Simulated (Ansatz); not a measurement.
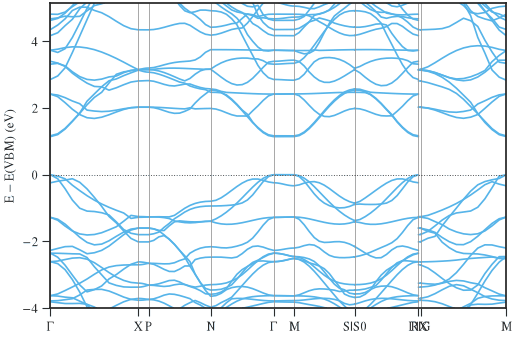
*Band structure from the program Ansatz at the r²SCAN level (PAW)*

**Question.** Read off the gap and where the band edges lie.

**Answer.** About 1.1 eV (1.14 eV by a search for the band edges); maximum at Γ, minimum at Γ.

**Question.** Pick the material that matches.
A. Ta2O5, I4/mmm (Ta on 4e, O on 2a, O on 8f)
B. Ca2Bi, I4/mmm (Ca on 4c, Ca on 4e, Bi on 4e)
C. Y2Ti2S2O5, I4/mmm (Pearson symbol tI22)
D. VBiO4, I4_1/a (Bi on 4a, V on 4b, O on 16f)

**Answer.** C, Y2Ti2S2O5, I4/mmm (Pearson symbol tI22)

The first step of the workflow began from a Materials Project structure, measured or hypothetical; the Crystallography Open Database copy checked does not list it. Whether it is the stable phase at ambient conditions was not checked. The r²SCAN relaxation kept the symmetry of its start; whether a distortion lowers the energy is not shown. The run is not spin-polarised. Scalar-relativistic: spin–orbit coupling is off unless named, which matters more the heavier the elements.

Potentials: the later of the program's two PAW sets.
